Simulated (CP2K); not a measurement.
# C2H8BFN2 (SMILES CN(C)B(N)F): GFN1-xTB

Aim: the energy change on altering one bond length of C2H8BFN2 at GFN1-xTB, from 2 runs. 

The calculation is run with CP2K 2026.2.

4 further runs of the same task are left out: 3 that didn't finish, 1 set aside as unsound or not needed.

### 1 The structure to begin with

C2H8BFN2 has 14 atoms, charge 0, and is taken as a singlet. As SMILES, `CN(C)B(N)F`. The shape comes from a force field and isn't a relaxed structure. This is one conformer, not always the lowest.

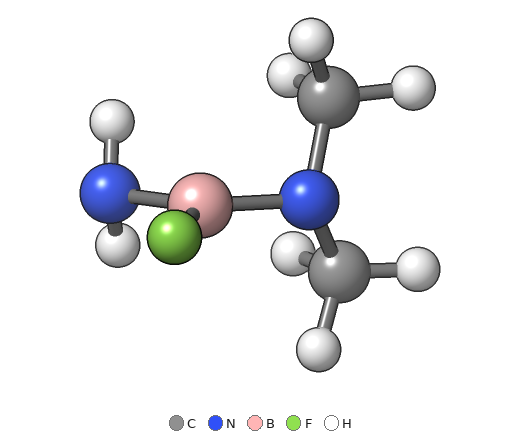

The structure, seen from a chosen angle (carbon grey, nitrogen blue, boron pink, fluorine green, hydrogen white).

### 2 A single-point energy at GFN1-xTB

The input, molecule.xyz:

```xyz
14

C     -0.311500    -1.496000     0.233200
N      0.167500    -0.190900     0.751000
C      1.450400     0.110100     0.146600
B     -0.743100     0.981500     0.511600
N     -1.225700     1.393800    -0.908100
F     -1.369400     1.683400     1.651900
H     -1.331600    -1.666900     0.664900
H     -0.405600    -1.411200    -0.894900
H      0.315400    -2.272500     0.548300
H      1.881600     1.072000     0.577500
H      2.199700    -0.682700     0.464500
H      1.451000     0.167100    -0.933400
H     -0.413700     1.693700    -1.430000
H     -1.678000     0.589400    -1.354300
```

The input, job.inp:

```
&FORCE_EVAL
    METHOD QUICKSTEP
    &DFT
        &QS
            METHOD XTB
            EPS_DEFAULT 1.0E-10
            &XTB
                GFN_TYPE 1
                CHECK_ATOMIC_CHARGES F
            &END XTB
        &END QS
        &POISSON
            PERIODIC NONE
            POISSON_SOLVER ANALYTIC
        &END POISSON
        &SCF
            SCF_GUESS ATOMIC
            EPS_SCF 1.0E-07
            MAX_SCF 100
            ADDED_MOS 2
            &DIAGONALIZATION
                ALGORITHM STANDARD
            &END DIAGONALIZATION
            &MIXING
                METHOD BROYDEN_MIXING
                ALPHA 0.2
                NBUFFER 8
            &END MIXING
            &SMEAR ON
                METHOD FERMI_DIRAC
                ELECTRONIC_TEMPERATURE [K] 300
            &END SMEAR
        &END SCF
        &PRINT
            &MOMENTS
                PERIODIC F
                REFERENCE COM
                MAX_MOMENT 1
            &END MOMENTS
            &MO ON
                ENERGIES T
                OCCUPATION_NUMBERS T
                NDIGITS 6
                &EACH
                    QS_SCF 0
                &END EACH
                ADD_LAST NUMERIC
            &END MO
            &HIRSHFELD OFF
            &END HIRSHFELD
        &END PRINT
    &END DFT
    &SUBSYS
        &CELL
            ABC 13.9 14 13.1
            PERIODIC NONE
        &END CELL
        &TOPOLOGY
            COORD_FILE_NAME molecule.xyz
            COORD_FILE_FORMAT XYZ
            &CENTER_COORDINATES
            &END CENTER_COORDINATES
        &END TOPOLOGY
    &END SUBSYS
&END FORCE_EVAL

&GLOBAL
    PROJECT_NAME job
    RUN_TYPE ENERGY
    PRINT_LEVEL MEDIUM
&END GLOBAL
```

The run is started by

```console
$ OMP_NUM_THREADS=1 cp2k.psmp -i job.inp > job.out 2>&1
```

The log of the run:

```text
CP2K| version string:                                       CP2K version 2026.2
[...]
 GLOBAL| Method name                                                        CP2K
[...]
 GLOBAL| Run type                                                         ENERGY
[...]
                             - Atoms:                                         14
[...]
                             - Spherical basis functions:                     40
[...]
 Number of electrons:                                                         36
[...]
     1 NoMix/Diag. 0.20E+00    0.0     1.45843151       -21.3169332532 -2.13E+01
[...]
    71 Broy./Diag. 0.20E+00    0.0     0.00000005       -21.5200186532 -1.35E-07
  *** SCF run converged in    71 steps ***
[...]
  Fermi energy:                                                -0.30186731690430
[...]
 TB_DIPOLE| Moment [Debye]          1.58976099      -1.89235192      -2.48411403
 TB_DIPOLE| Derivative [a.u.]       0.00000000       0.00000000       0.00000000
[...]
 ENERGY| Total FORCE_EVAL ( QS ) energy [hartree]            -21.520018653243742
[...]
```

It took 0.73 s on 1 thread of Arm Neoverse N1, shared host; peak memory 0.15 GiB.

### 3 The distorted shape

The input, molecule.xyz:

```xyz
14

C     -0.040112    -1.013345     0.500928
N      0.438888     0.291755     1.018728
C      1.721788     0.592755     0.414328
B     -0.471712     1.464155     0.779328
N     -0.954312     1.876455    -0.640372
F     -1.098012     2.166055     1.919628
H     -1.060212    -1.184245     0.932628
H     -0.134212    -0.928545    -0.627172
H      0.586788    -1.789845     0.816028
H      2.152988     1.554655     0.845228
H      2.471088    -0.200045     0.732228
H      1.722388     0.649755    -0.665672
H     -0.142312     2.176355    -1.162272
H     -1.678000     0.589400    -1.354300
```

The input, qs.inp:

```
&global
  project_name qs
  run_type ENERGY
  print_level MEDIUM
&end
&force_eval
  method QS
  &dft
    charge 0
    multiplicity 1
    &qs
      method XTB
      eps_default 1.0E-10
      &xtb
        gfn_type 1
        check_atomic_charges F
      &end
    &end
    &poisson
      periodic NONE
      poisson_solver ANALYTIC
    &end
    &scf
      scf_guess ATOMIC
      eps_scf 1.0E-07
      max_scf 100
      added_mos 2
      &diagonalization
        algorithm STANDARD
      &end
      &mixing
        method BROYDEN_MIXING
        alpha 0.2
        nbuffer 8
      &end
      &smear ON
        method FERMI_DIRAC
        electronic_temperature [K] 300
      &end
    &end
    &print
      &moments
        periodic F
        reference COM
        max_moment 1
      &end
      &mo ON
        energies T
        occupation_numbers T
        ndigits 6
        &each
          qs_scf 0
        &end
        add_last NUMERIC
      &end
      &hirshfeld OFF
      &end
    &end
  &end
  &subsys
    &cell
      abc [angstrom] 14.1 14 13.3
      periodic NONE
    &end
    &topology
      coord_file_name molecule.xyz
      coord_file_format XYZ
      &center_coordinates
      &end
    &end
  &end
&end
```

The run is started by

```console
$ OMP_NUM_THREADS=1 cp2k.psmp -i qs.inp > qs.out 2>&1
```

The log of the run:

```text
CP2K| version string:                                       CP2K version 2026.2
[...]
 GLOBAL| Method name                                                        CP2K
[...]
 GLOBAL| Run type                                                         ENERGY
[...]
                             - Atoms:                                         14
[...]
                             - Spherical basis functions:                     40
[...]
 Number of electrons:                                                         36
[...]
     1 NoMix/Diag. 0.20E+00    0.0     1.32206223       -21.1737128333 -2.12E+01
[...]
    69 Broy./Diag. 0.20E+00    0.0     0.00000006       -21.4165370028  2.92E-07
  *** SCF run converged in    69 steps ***
[...]
  Fermi energy:                                                -0.33599780392407
[...]
 TB_DIPOLE| Moment [Debye]          1.58876151      -1.84712267      -2.49756152
 TB_DIPOLE| Derivative [a.u.]       0.00000000       0.00000000       0.00000000
[...]
 ENERGY| Total FORCE_EVAL ( QS ) energy [hartree]            -21.416537002779254
[...]
```

Wall time 0.73 s (1 thread of Arm Neoverse N1, shared host); peak memory 0.15 GiB.

### 4 Outcome

At GFN1-xTB:

| quantity | value |
| --- | --- |
| first shape: total energy | -21.52002 Eh |
| first shape: dipole moment (from atomic charges alone) | 3.50 D |
| first shape: HOMO energy | -10.71 eV |
| first shape: LUMO energy | -7.34 eV |
| first shape: HOMO–LUMO gap | 3.37 eV |
| first shape: dispersion energy | -12.17 kJ/mol |
| distorted shape: total energy | -21.41654 Eh |
| distorted shape: dipole moment (from atomic charges alone) | 3.49 D |
| distorted shape: HOMO energy | -10.72 eV |
| distorted shape: LUMO energy | -8.26 eV |
| distorted shape: HOMO–LUMO gap | 2.45 eV |
| distorted shape: dispersion energy | -12.97 kJ/mol |
| energy change with the N5–H14 bond stretched from 1.025 to 1.640 Å | 2.816 eV |

In words: With the N5–H14 bond stretched from 1.025 to 1.640 Å the energy rises by 2.82 eV (272 kJ/mol). The first shape isn't relaxed at this level, so the change isn't measured from a minimum. The dipole (first shape) comes from point charges on the atoms alone, without atomic dipoles, so it is partial. The dipole (distorted shape) comes from point charges on the atoms alone, without atomic dipoles, so it is partial.
